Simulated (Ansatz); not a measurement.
**MnBe4Fe, from a guessed structure to a relaxed one**

This structure for MnBe4Fe is made up. Its elements were placed in a known structure type with a cell scaled to their sizes. What cell does the guess relax to, and how far off was it?

Program: Ansatz 0.2.0. Level of theory: DFT, PBEsol, plane-wave PAW, files of the set soft_1, scalar-relativistic, ferromagnetic start, cell and ions relaxed at zero pressure; PAW set soft_1, in the first sound run; inputs show where later runs differ. Results are calculated unless marked as measured.

## Step 1: The structure

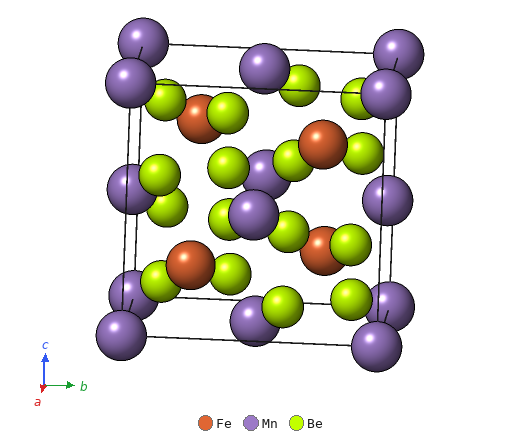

The starting structure, seen slightly off an axis (iron orange, manganese light purple, beryllium green). This picture shows the conventional cell, with its axes. Some periodic images of atoms are drawn too.

Coordinates:

```cif
data_structure
_symmetry_space_group_name_H-M 'P 1'
_symmetry_Int_Tables_number 1
_cell_length_a 4.2172
_cell_length_b 4.2172
_cell_length_c 4.2172
_cell_angle_alpha 60.000
_cell_angle_beta 60.000
_cell_angle_gamma 60.000
_cell_volume 53.03
loop_
_atom_site_label
_atom_site_type_symbol
_atom_site_fract_x
_atom_site_fract_y
_atom_site_fract_z
_atom_site_occupancy
Fe1 Fe 0.25000 0.25000 0.25000 1
Mn2 Mn 0.00000 0.00000 0.00000 1
Be3 Be 0.13550 0.62150 0.62150 1
Be4 Be 0.62150 0.62150 0.62150 1
Be5 Be 0.62150 0.62150 0.13550 1
Be6 Be 0.62150 0.13550 0.62150 1
```

## Step 2: Relaxation of the guess

The guess takes its coordinates from another compound and its volume from a rule, so the cell and any free coordinates are relaxed together.

File input.yaml:

```yaml
crystal:
  lattice:
    - [0.0, 2.982, 2.982]
    - [2.982, 0.0, 2.982]
    - [2.982, 2.982, 0.0]
  atoms:
    - { symbol: Fe, position: [0.25, 0.25, 0.25], spin: 3.0 }
    - { symbol: Mn, position: [0.0, 0.0, 0.0], spin: 4.0 }
    - { symbol: Be, position: [0.1355, 0.6215, 0.6215] }
    - { symbol: Be, position: [0.6215, 0.6215, 0.6215] }
    - { symbol: Be, position: [0.6215, 0.6215, 0.1355] }
    - { symbol: Be, position: [0.6215, 0.1355, 0.6215] }
magnetization:
  spin_polarized: true
kpoints:
  mp_grid: { grid: [8, 8, 8] }
scf:
  occupations: { method: fermi_dirac, width: 0.05 }
hamiltonian:
  xc: pbesol
  pseudopotentials: { kind: paw, azcp: { folder: soft_1 }, xc_functional: pbe }
relax:
  f_tol: 0.015
  max_steps: 70
  cell: {}
output:
  forces: true
  stress: true
```

Command:

```console
ansatz run input.yaml --threads 4 --pin off --max-ram 10240MiB --backend cpu --events-out ev --progress --plain --runs-dir out
```

Numbers of over 12 decimals in the logs are rounded to 6 here.

What it wrote:

```text
Engine: ansatz 0.2.0, x86_64-unknown-linux-gnu
Pseudopotentials: kind: paw
Pseudopotential: Fe, paw, valence charge 16, recommended cutoff 420 eV (normal), soft_1/Fe.paw.azcp
Pseudopotential: Mn, paw, valence charge 15, recommended cutoff 420 eV (normal), soft_1/Mn.paw.azcp
Pseudopotential: Be, paw, valence charge 2, recommended cutoff 420 eV (normal), soft_1/Be.paw.azcp
Functional definition: PBEsol
  exchange = pbesol_x
  correlation = pbesol_c
Crystal: 6 atoms, lattice volume = 53.034 Å³
Basis set: ecut = 420 eV, 1037 PW (Γ), exchange–correlation on 60×60×60 points (8 copies of the dense FFT grid, shifted against one another)
Bands: 29, of which v1, the nominal top of the filled ones, is band 20 counted from 1 (19 counted from 0)
Symmetry: 24 space group operations
Space group: F-43m (ITA 216), of the structure as read, at distance tolerance 3.8e-5 Å
Magnetic group: BNS 216.74 (UNI 1576), of the structure as read, at distance tolerance 3.8e-5 Å
k-points: 29 of 512 (time reversal used)
Non-local potential: Fe, projectors of the file, l = 0: 3, l = 1: 2, l = 2: 3, l = 3: 1
Non-local potential: Mn, projectors of the file, l = 0: 3, l = 1: 2, l = 2: 3, l = 3: 1
Non-local potential: Be, projectors of the file, l = 0: 2, l = 1: 2, l = 2: 1
PAW form: soft (Blöchl's): semilocal exchange-correlation on the pseudo side does not see the compensation charge
PAW frozen core: Fe, regenerated for the run's functional, and the local potential with it (the file was generated under x = pbe(κ = 0.804, μ = 0.219515), c = pbe(β = 0.066725))
PAW frozen core: Mn, regenerated for the run's functional, and the local potential with it (the file was generated under x = pbe(κ = 0.804, μ = 0.219515), c = pbe(β = 0.066725))
PAW frozen core: Be, regenerated for the run's functional, and the local potential with it (the file was generated under x = pbe(κ = 0.804, μ = 0.219515), c = pbe(β = 0.066725))
PAW one-centre angular grid: Fe, 590 points (default); XC on 64 Gauss nodes
PAW one-centre angular grid: Mn, 590 points (default); XC on 64 Gauss nodes
PAW one-centre angular grid: Be, 110 points (default); XC on 64 Gauss nodes
Initial density: superposition of atomic densities (chi_scale 0.1, normalization cell)
Starting moments: Σ|m| = 7 μB on 2 of 6 sites
Initial wavefunctions: pseudopotential atomic-orbital guess
Functional: x = pbesol(κ = 0.804, μ = 0.123457), c = pbesol(β = 0.046)
SCF iter   1: F=—  HF=-8681.400055 eV  |F-HF|=—  |Δ(HF+E_count)|=         —  Δρ=1.01e-1 (↑1.01e-1 ↓4.20e-2)  dr2=1.02e1  dr2_m=9.66e-1  M=5.160 μB ∫|m|=5.922 μB  β_m=0.30  ethr=3.10e-3  ⟨swp⟩=6.6  Hψ=7741  notcnv=0  defer=2
Mixer restart at iter 1: flushing history
preconditioner: auto → Kerker (q_TF=auto, 2.592 Å⁻¹)  [metal: Δε(μ)=0.035 eV  Ē_g=8.066 eV  σ=0.050 eV  W_gap=0.17  n_scr=14 (ndim 8)  ℏωp=24.5 eV  f_vac=0.000  D(μ)=4.14/eV (n_scr^D=58)]
spin=Collinear: Kerker preconditioning applied to the charge; magnetization (m = ρ↑ − ρ↓) channel mixes plain (no charge-response kernel on spin).
SCF iter   2: F=—  HF=-8678.806614 eV  |F-HF|=—  |Δ(HF+E_count)|=    2.59e0  Δρ=3.79e-2 (↑3.79e-2 ↓2.07e-2)  dr2=1.34e0  dr2_m=3.08e-1  M=5.143 μB ∫|m|=5.949 μB  β_m=0.36  ethr=3.10e-3  ⟨swp⟩=2.4  Hψ=3556  notcnv=0  defer=194
SCF iter   3: F=—  HF=-8678.904638 eV  |F-HF|=—  |Δ(HF+E_count)|=   9.80e-2  Δρ=2.67e-2 (↑2.03e-2 ↓2.67e-2)  dr2=1.33e-1  dr2_m=2.36e-1  M=4.739 μB ∫|m|=5.672 μB  β_m=0.64  ethr=3.10e-3  ⟨swp⟩=2.0  Hψ=2450  notcnv=0  defer=196
SCF iter   4: F=—  HF=-8680.601382 eV  |F-HF|=—  |Δ(HF+E_count)|=         —  Δρ=7.93e-2 (↑7.93e-2 ↓6.28e-2)  dr2=1.54e-1  dr2_m=2.45e0  M=3.118 μB ∫|m|=3.837 μB  β_m=1.00  ethr=3.41e-4  ⟨swp⟩=2.5  Hψ=3065  notcnv=0  defer=196
Mixer restart at iter 4: flushing history
SCF iter   5: F=—  HF=-8680.613185 eV  |F-HF|=—  |Δ(HF+E_count)|=   1.18e-2  Δρ=4.65e-2 (↑4.65e-2 ↓3.07e-2)  dr2=2.42e0  dr2_m=1.44e-1  M=3.315 μB ∫|m|=4.075 μB  β_m=0.64  ethr=1.28e-4  ⟨swp⟩=2.9  Hψ=3481  notcnv=0  defer=196
SCF iter   6: F=—  HF=-8680.824094 eV  |F-HF|=—  |Δ(HF+E_count)|=         —  Δρ=3.75e-2 (↑3.75e-2 ↓1.46e-2)  dr2=7.63e-1  dr2_m=9.38e-2  M=3.039 μB ∫|m|=3.662 μB  β_m=0.64  ethr=1.28e-4  ⟨swp⟩=3.0  Hψ=4473  notcnv=0  defer=146
Mixer restart at iter 6: flushing history
SCF iter   7: F=—  HF=-8680.677132 eV  |F-HF|=—  |Δ(HF+E_count)|=   1.47e-1  Δρ=2.93e-2 (↑2.93e-2 ↓2.33e-2)  dr2=1.14e0  dr2_m=3.37e-2  M=3.205 μB ∫|m|=3.926 μB  β_m=0.49  ethr=1.28e-4  ⟨swp⟩=3.1  Hψ=4558  notcnv=0  defer=142
SCF iter   8: F=—  HF=-8680.476575 eV  |F-HF|=—  |Δ(HF+E_count)|=   2.01e-1  Δρ=3.83e-3 (↑3.83e-3 ↓3.00e-3)  dr2=1.29e-2  dr2_m=3.58e-3  M=3.113 μB ∫|m|=3.786 μB  β_m=0.66  ethr=1.28e-4  ⟨swp⟩=3.0  Hψ=3817  notcnv=0  defer=138
SCF iter   9: F=—  HF=-8680.472421 eV  |F-HF|=—  |Δ(HF+E_count)|=   4.15e-3  Δρ=2.37e-3 (↑2.37e-3 ↓1.89e-3)  dr2=6.51e-3  dr2_m=7.29e-4  M=3.107 μB ∫|m|=3.771 μB  β_m=0.64  ethr=3.31e-5  ⟨swp⟩=2.0  Hψ=3113  notcnv=0  defer=136
SCF iter  10: F=—  HF=-8680.471420 eV  |F-HF|=—  |Δ(HF+E_count)|=   1.00e-3  Δρ=1.23e-3 (↑1.23e-3 ↓7.47e-4)  dr2=1.56e-3  dr2_m=3.18e-5  M=3.104 μB ∫|m|=3.763 μB  β_m=0.82  ethr=1.67e-5  ⟨swp⟩=2.3  Hψ=2708  notcnv=0  defer=136
SCF iter  11: F=—  HF=-8680.472010 eV  |F-HF|=—  |Δ(HF+E_count)|=   5.90e-4  Δρ=4.47e-4 (↑4.47e-4 ↓3.03e-4)  dr2=2.14e-4  dr2_m=1.46e-5  M=3.107 μB ∫|m|=3.765 μB  β_m=0.79  ethr=4.00e-6  ⟨swp⟩=2.1  Hψ=2033  notcnv=0  defer=136
SCF iter  12: F=—  HF=-8680.471983 eV  |F-HF|=—  |Δ(HF+E_count)|=   2.70e-5  Δρ=8.53e-5 (↑8.53e-5 ↓6.64e-5)  dr2=5.53e-6  dr2_m=1.64e-6  M=3.107 μB ∫|m|=3.766 μB  β_m=0.89  ethr=5.50e-7  ⟨swp⟩=2.1  Hψ=2145  notcnv=0  defer=136
SCF iter  13: F=—  HF=-8680.471984 eV  |F-HF|=—  |Δ(HF+E_count)|=   1.34e-6  Δρ=5.00e-5 (↑1.84e-5 ↓5.00e-5)  dr2=2.77e-6  dr2_m=1.34e-7  M=3.107 μB ∫|m|=3.765 μB  β_m=0.95  ethr=1.42e-8  ⟨swp⟩=2.6  Hψ=2665  notcnv=0  defer=136
SCF iter  14: F=—  HF=-8680.471984 eV  |F-HF|=—  |Δ(HF+E_count)|=   4.30e-7  Δρ=2.19e-5 (↑2.19e-5 ↓1.51e-5)  dr2=6.35e-7  dr2_m=2.03e-8  M=3.107 μB ∫|m|=3.766 μB  β_m=0.97  ethr=7.10e-9  ⟨swp⟩=2.2  Hψ=2102  notcnv=0  defer=136
SCF iter  15: F=—  HF=-8680.471984 eV  |F-HF|=—  |Δ(HF+E_count)|=   8.66e-8  Δρ=7.39e-6 (↑7.39e-6 ↓5.25e-6)  dr2=8.24e-8  dr2_m=9.70e-10  M=3.107 μB ∫|m|=3.766 μB  β_m=0.92  ethr=1.63e-9  ⟨swp⟩=1.6  Hψ=1858  notcnv=0  defer=136
SCF iter  16: F=—  HF=-8680.471984 eV  |F-HF|=—  |Δ(HF+E_count)|=   1.07e-8  Δρ=2.89e-6 (↑2.50e-6 ↓2.89e-6)  dr2=1.48e-8  dr2_m=3.62e-10  M=3.107 μB ∫|m|=3.765 μB  β_m=0.70  ethr=2.11e-10  ⟨swp⟩=2.3  Hψ=2231  notcnv=0  defer=136
[...]
relax step   4: F+E_penalty+E_count = -8680.62614458 eV  Δ(F+E_penalty+E_count) = -8.374e-5 eV  max|allowed force component| = 3.136e-4 eV/Å  Δτ_max = 0.0010 Å  P = -0.016 GPa  Ω = 49.965 Å³  energy of the carried Pulay correction = +2.337e-3 eV  (8 SCF iters, dr2 threshold 3.05e-7 eV, accepted)
Initial wavefunctions: pseudopotential atomic-orbital guess (no wavefunctions were taken with the density)
iter 1 solved again at ethr=9.78e-9 eV; its pass at ethr=3.10e-3 eV (dr2=3.81e-6 eV) is discarded
SCF iter   1: F=—  HF=-8680.623981 eV  |F-HF|=—  |Δ(HF+E_count)|=         —  Δρ=1.01e-4 (↑9.86e-5 ↓1.01e-4)  dr2=1.47e-5  dr2_m=2.28e-7  M=2.934 μB ∫|m|=3.489 μB  β_m=0.65  ethr=9.78e-9  ⟨swp⟩=3.5  Hψ=12413  notcnv=0
eigensolver tolerance schedule calibrated: the retry pair's looser diagonalisation under-reported the residual by θ = 0.74 (0.13/decade); ethr = c·dr2/N_el runs at the constant in force after the calibration composes with the one it found (an armed cap, an earlier calibration), c = 5.5e-2
preconditioner: auto → none  [metal: Δε(μ)=0.014 eV  Ē_g=7.844 eV  σ=0.050 eV  W_gap=0.07  n_scr=8 (ndim 8)  ℏωp=25.2 eV  f_vac=0.000  D(μ)=2.23/eV (n_scr^D=14)]
SCF iter   2: F=—  HF=-8680.623976 eV  |F-HF|=—  |Δ(HF+E_count)|=   4.62e-6  Δρ=1.30e-4 (↑1.30e-4 ↓4.17e-5)  dr2=1.23e-5  dr2_m=1.16e-6  M=2.935 μB ∫|m|=3.491 μB  β_m=0.36  ethr=9.78e-9  ⟨swp⟩=2.0  Hψ=2838  notcnv=0
SCF iter   3: F=—  HF=-8680.623977 eV  |F-HF|=—  |Δ(HF+E_count)|=   4.14e-7  Δρ=2.87e-5 (↑1.98e-5 ↓2.87e-5)  dr2=3.10e-7  dr2_m=1.96e-8  M=2.935 μB ∫|m|=3.490 μB  β_m=0.45  ethr=9.78e-9  ⟨swp⟩=2.0  Hψ=2821  notcnv=0
SCF iter   4: F=—  HF=-8680.623978 eV  |F-HF|=—  |Δ(HF+E_count)|=   1.52e-6  Δρ=1.10e-5 (↑8.43e-6 ↓1.10e-5)  dr2=1.67e-7  dr2_m=7.57e-9  M=2.934 μB ∫|m|=3.490 μB  β_m=0.56  ethr=4.38e-10  ⟨swp⟩=2.0  Hψ=2706  notcnv=0
SCF iter   5: F=—  HF=-8680.623979 eV  |F-HF|=—  |Δ(HF+E_count)|=   9.59e-7  Δρ=1.12e-5 (↑8.97e-6 ↓1.12e-5)  dr2=1.29e-7  dr2_m=2.07e-8  M=2.934 μB ∫|m|=3.490 μB  β_m=0.64  ethr=2.37e-10  ⟨swp⟩=2.1  Hψ=2704  notcnv=0
SCF iter   6: F=—  HF=-8680.623980 eV  |F-HF|=—  |Δ(HF+E_count)|=   6.15e-7  Δρ=8.22e-6 (↑5.01e-6 ↓8.22e-6)  dr2=2.30e-8  dr2_m=1.76e-8  M=2.934 μB ∫|m|=3.489 μB  β_m=0.82  ethr=1.82e-10  ⟨swp⟩=2.0  Hψ=2768  notcnv=0
SCF iter   7: F=—  HF=-8680.623980 eV  |F-HF|=—  |Δ(HF+E_count)|=   1.09e-7  Δρ=9.59e-6 (↑9.59e-6 ↓5.10e-6)  dr2=9.46e-8  dr2_m=7.47e-9  M=2.934 μB ∫|m|=3.489 μB  β_m=0.89  ethr=3.25e-11  ⟨swp⟩=3.0  Hψ=3466  notcnv=0
SCF iter   8: F=—  HF=-8680.623980 eV  |F-HF|=—  |Δ(HF+E_count)|=   1.11e-7  Δρ=4.56e-6 (↑4.56e-6 ↓1.65e-6)  dr2=1.11e-8  dr2_m=2.98e-9  M=2.934 μB ∫|m|=3.489 μB  β_m=0.94  ethr=3.25e-11  ⟨swp⟩=2.0  Hψ=2839  notcnv=0
SCF iter   9: F=—  HF=-8680.623980 eV  |F-HF|=—  |Δ(HF+E_count)|=   1.69e-8  Δρ=1.38e-6 (↑1.38e-6 ↓7.37e-7)  dr2=5.86e-10  dr2_m=4.28e-10  M=2.934 μB ∫|m|=3.489 μB  β_m=0.75  ethr=1.58e-11  ⟨swp⟩=2.0  Hψ=2835  notcnv=0
SCF iter  10: F=—  HF=-8680.623980 eV  |F-HF|=—  |Δ(HF+E_count)|=  2.76e-10  Δρ=3.85e-7 (↑3.85e-7 ↓2.43e-7)  dr2=1.23e-10  dr2_m=1.39e-11  M=2.934 μB ∫|m|=3.489 μB  β_m=0.72  ethr=1.00e-12  ⟨swp⟩=2.0  Hψ=2306  notcnv=0
SCF iter  11: F=—  HF=-8680.623980 eV  |F-HF|=—  |Δ(HF+E_count)|=  6.18e-11  Δρ=1.38e-7 (↑1.38e-7 ↓3.61e-8)  dr2=5.75e-12  dr2_m=3.32e-12  M=2.934 μB ∫|m|=3.489 μB  β_m=0.64  ethr=1.00e-12  ⟨swp⟩=2.2  Hψ=2211  notcnv=0
SCF iter  12: F=—  HF=-8680.623980 eV  |F-HF|=—  |Δ(HF+E_count)|=    0.00e0  Δρ=4.02e-8 (↑4.02e-8 ↓6.70e-9)  dr2=8.86e-13  dr2_m=2.02e-13  M=2.934 μB ∫|m|=3.489 μB  β_m=0.82  ethr=1.00e-12  ⟨swp⟩=1.0  Hψ=1682  notcnv=0
SCF iter  13: F=—  HF=-8680.623980 eV  |F-HF|=—  |Δ(HF+E_count)|=  3.64e-12  Δρ=3.15e-8 (↑4.23e-9 ↓3.15e-8)  dr2=4.49e-13  dr2_m=1.41e-13  M=2.934 μB ∫|m|=3.489 μB  β_m=0.91  ethr=1.00e-12  ⟨swp⟩=1.0  Hψ=1682  notcnv=0
SCF iter  14: F=—  HF=-8680.623980 eV  |F-HF|=—  |Δ(HF+E_count)|=  3.64e-12  Δρ=2.81e-8 (↑1.38e-8 ↓2.81e-8)  dr2=2.59e-13  dr2_m=1.74e-13  M=2.934 μB ∫|m|=3.489 μB  β_m=0.96  ethr=1.00e-12  ⟨swp⟩=1.0  Hψ=1682  notcnv=0
SCF iter  15: F=-8680.623980 eV  HF=-8680.623980 eV  |F-HF|=3.27e-11  |Δ(HF+E_count)|=  3.64e-12  Δρ=1.68e-7 (↑8.18e-8 ↓1.68e-7)  dr2=3.63e-11  dr2_m=9.19e-13  M=2.934 μB ∫|m|=3.489 μB  ethr=1.00e-12  ⟨swp⟩=1.1  Hψ=3608  notcnv=0
SCF 5 converged in 15 iterations: F = -8680.623980 eV  dr2 = 3.63e-11
relax step   5: F+E_penalty+E_count = -8680.62397995 eV  Δ(F+E_penalty+E_count) = +2.165e-3 eV  max|allowed force component| = 3.269e-4 eV/Å  Δτ_max = 0.0000 Å  P = -0.031 GPa  Ω = 49.965 Å³  stress off target by 3.11e-2 GPa  SCF on the basis re-selected at this cell (its energy is not comparable with the rows above)  (15 SCF iters)
basis re-selected at this cell: Δ(F+E_penalty+E_count) = +2.165e-3 eV, ΔP = -0.015 GPa vs the last step (what re-selecting the basis moved, of the pressure what is left beyond the Pulay correction that the steps carried, after the strain that the cell walked since its last selection, with what the two solves' SCF thresholds leave and, on support functions, any second-order correction that the steps lacked; it is no m [...]
SCF converged after 15 iterations
Magnetization: 2.9340 μB (20.9670 up, 18.0330 down)
Absolute magnetization: 3.4894 μB (∫|ρ↑−ρ↓|, with the PAW one-centre terms)
Spin contamination: 0.1121 ħ² per cell (⟨S²⟩ above its minimum at these occupations)
Per-site moments (μB) at R_I (Å): [(1.193944, 0.999764), (1.909361, 0.999960), (-0.037150, 0.851765), (-0.037150, 0.851765), (-0.037150, 0.851765), (-0.037150, 0.851765)]
Free energy (F): -8680.623980 eV
Harris-Foulkes:  -8680.623980 eV  (|F-HF|=3.27e-11)
Internal energy: -8680.605871 eV  (E = F + TS)
E sigma→0 (E₀):  -8680.614926 eV
Entropy (-TS):   -0.018109 eV (-3.018 meV/atom)
Fermi energy:    13.051273 eV
--- Per-component energies (eV) ---
  E_band       = -494.159369
  E_kinetic    = 743.183114
  E_local      = -5415.374693  (includes V_loc(G=0)·N_el)
  E_nonlocal   = 759.695073
  E_hartree    = 2230.525019
  E_xc         = -304.152048
  E_vxc        = -370.146379  (∫ρ·V_xc dr)
  E_paw        = -2871.056770  (= ΣΔE_a)
  E_vpaw       = -672.565874  (= ΣTr[D̂ρ^β])
  E_aug_tail   = -0.000820  (compensation charges beyond the density's cutoff)
  E_ewald      = -3823.811724
  E_core_change = 0.386978  (= ΣΔE_core)
  E_smearing   = -0.018109  (= −TS)
  E_closure    = -0.000000  (closes the sum)
  Σ components = -8680.623980   (vs F -8680.623980, Δ=0.00e0)
--- Forces (eV/Å), atoms counted from 1 ---
  atom   1  Fe    -0.00000000     0.00000000    -0.00000000
  atom   2  Mn     0.00000000    -0.00000000     0.00000000
  atom   3  Be     0.00032692    -0.00032692    -0.00032692
  atom   4  Be     0.00032692     0.00032692     0.00032692
  atom   5  Be    -0.00032692    -0.00032692     0.00032692
  atom   6  Be    -0.00032692     0.00032692    -0.00032692
  max |Σ_I F_I| component: 3.24e-17 eV/Å
--- Stress (GPa, compression-positive) ---
       -0.031146      -0.000000      -0.000000
       -0.000000      -0.031146      -0.000000
       -0.000000      -0.000000      -0.031146
  P = ⅓ Tr σ = -0.0311 GPa (-0.311 kbar)
--- Relaxed structure (4 steps of the walk, 4 accepted, 1 SCFs on fresh bases) ---
  F+E_penalty+E_count = -8680.62397995 eV   max|allowed force component| = 3.269e-4 eV/Å   (the final SCF, on the basis selected at the relaxed cell)
  cell:  # Å, volume = 49.9654 Å³
    - [0, 2.923342, 2.923342]
    - [2.923342, 0, 2.923342]
    - [2.923342, 2.923342, 0]
  atoms:
    - { symbol: Fe, position: [0.25, 0.25, 0.25] }
    - { symbol: Mn, position: [0, 0, 0] }
    - { symbol: Be, position: [0.125405, 0.624865, 0.624865] }
    - { symbol: Be, position: [0.624865, 0.624865, 0.624865] }
    - { symbol: Be, position: [0.624865, 0.624865, 0.125405] }
    - { symbol: Be, position: [0.624865, 0.125405, 0.624865] }
```

Elapsed: 11 s, on 4 threads of INTEL XEON PLATINUM 8581C at 2.10GHz (Emerald Rapids), shared host; peak memory 0.52 GiB; 35 s of CPU time.

Step by step:

```
step  energy less that of the first step (eV)  largest force component (eV/Å)  pressure (GPa)  volume (Å³)
   1                                   0.0000                          0.5047           -8.86        53.03
   2                                  -0.1335                          0.1832           -3.51        51.07
   3                                  -0.1541                          0.0162            0.35        49.86
   4                                  -0.1542                          0.0003           -0.02        49.97
  5*                                  -0.1520                          0.0003           -0.03        49.97
```

Relaxation steps marked * repeat the geometry before them on a plane-wave basis chosen anew for their cell, so energy and pressure can jump there.

The run keeps the 24 symmetry operations that it works with, so distortions that break them were not tested.

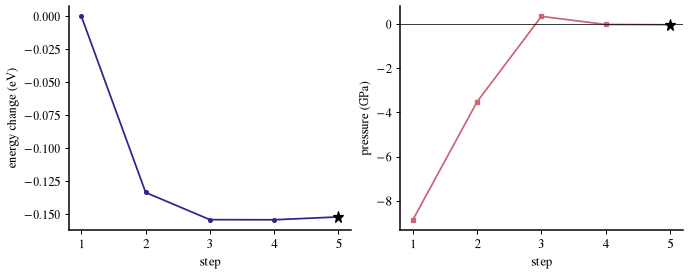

Energy and pressure along the relaxation. Stars mark steps on a basis chosen anew.

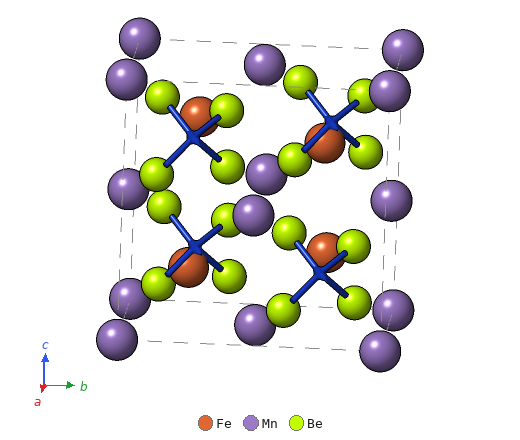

Displacements in the relaxation, exaggerated, measured against the changing cell; the longest in the cell stands for 0.03 Å. Some periodic images of atoms are drawn too.

```csv
"conventional cell, symmetrised",before,after,change
a (Å),5.964,5.847,-2.0 %
b (Å),5.964,5.847,-2.0 %
c (Å),5.964,5.847,-2.0 %
volume (Å³/atom),8.84,8.33,-5.8 %
```

The atoms that moved most (Å, as changes of fractional coordinates times the final cell):

```
atom      dx      dy      dz  length
 Be3   0.020  -0.020  -0.020   0.034
 Be5  -0.020  -0.020   0.020   0.034
 Be6  -0.020   0.020  -0.020   0.034
 Be4   0.020   0.020   0.020   0.034
```

Final coordinates:

```cif
data_structure
_symmetry_space_group_name_H-M 'P 1'
_symmetry_Int_Tables_number 1
_cell_length_a 4.1342
_cell_length_b 4.1342
_cell_length_c 4.1342
_cell_angle_alpha 60.000
_cell_angle_beta 60.000
_cell_angle_gamma 60.000
_cell_volume 49.97
loop_
_atom_site_label
_atom_site_type_symbol
_atom_site_fract_x
_atom_site_fract_y
_atom_site_fract_z
_atom_site_occupancy
Fe1 Fe 0.25000 0.25000 0.25000 1
Mn2 Mn 0.00000 0.00000 0.00000 1
Be3 Be 0.12540 0.62487 0.62487 1
Be4 Be 0.62487 0.62487 0.62487 1
Be5 Be 0.62487 0.62487 0.12540 1
Be6 Be 0.62487 0.12540 0.62487 1
```

This step gave:

```
free energy             : -8680.6240 eV
energy at zero smearing : -8680.6149 eV
smearing term TS        : 0.01811 eV
Fermi energy            : 13.05 eV
magnetization           : 2.934 μB
absolute magnetization  : 3.489 μB
site moments            : 1.194, 1.909, -0.03715, -0.03715, -0.03715, -0.03715 μB
electrons               : 39
symmetry operations     : 24
pressure                : -0.03115 GPa
```

Site moment by atom:

| atom | site moment (μB) |
| --- | --- |
| Fe1 | 1.19 |
| Mn2 | 1.91 |
| Be3 | -0.04 |
| Be4 | -0.04 |
| Be5 | -0.04 |
| Be6 | -0.04 |

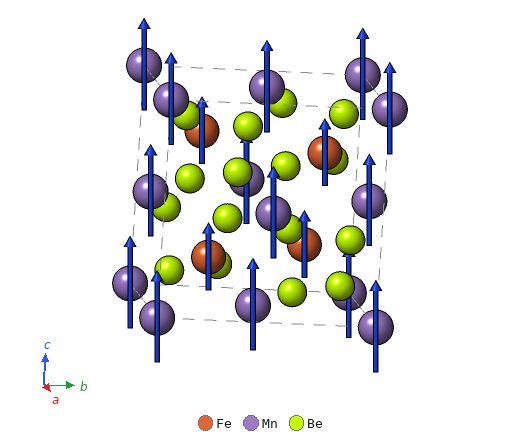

Site moment as arrows, the longest 1.91 μB. Up and down stand for the sign. Arrows give size and sign along the axis of quantisation, drawn up and down the page. Some periodic images of atoms are drawn too.

[end of part 1 of 2]

[Logs are printed without paths, hosts, clocks, repeated set-up lines and the standing remarks that a program may print on its own settings, such as how far it seeks lower states.]

[Hosts, paths, dates, database ids (printed as entryN), source tags and the programs' standing remarks are cut or masked in the printed files.]
